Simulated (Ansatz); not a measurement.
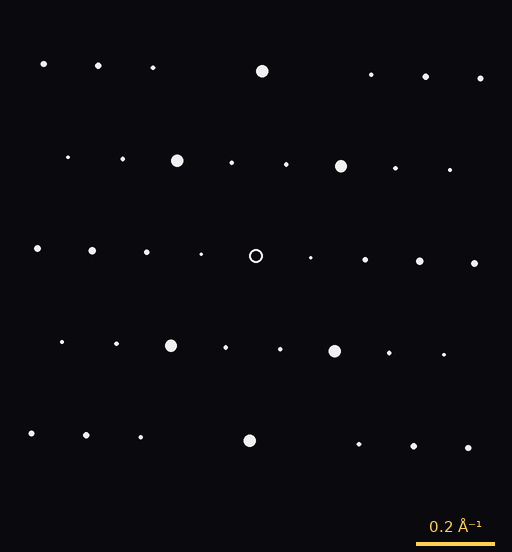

Kinematic zone-axis pattern, calculated for 300 keV electrons with B = 0.3 Å².

Question: Read the repeat vectors of the pattern off the scale bar.

Answer: The spots form a centred rectangular net whose two shortest vectors correspond to d = 7.08 Å and 4.01 Å, 73.5° apart.

Question: What is the point symmetry of the pattern, intensities included?

Answer: 2mm.

Question: Which crystal and zone produced it?

Answer: This cannot be fixed from one zone alone; the pattern is [001] of SnSbSe2I, space group C2/m (No. 12), a = 14.165 Å, b = 4.181 Å, c = 10.860 Å, β = 92.05°. The net vectors are 2 0 0 (weak) and 1 1 0 (weak). Structure: the geometry relaxed with DFT, PAW plane waves, r2scan in Ansatz 0.2.0; the starting structure was generated, so it need not be a known form of this composition.
